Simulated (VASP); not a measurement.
Band structure of MnO$_{2}$ (space group P4_2/mnm). Level of theory: PBE GGA, VASP's PBE PAW potentials (set 64) (plane waves; VASP).

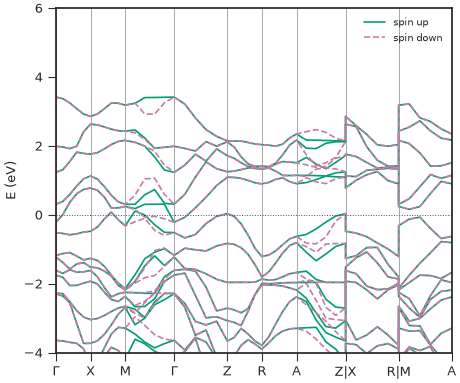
*Bands along high-symmetry lines, zero at the valence-band maximum or, without a gap, the Fermi level*

Q: Read the plot: is there a gap, and where are the band edges?

A: It has no gap at this level: it comes out as a metal or semimetal.

The structure is a typed MnO2 crystal (P4_2/mnm). The cell was not relaxed at this level. The k-mesh is coarse (spacing up to 0.48 per Å, 2π included), so the numbers may not be converged in it.
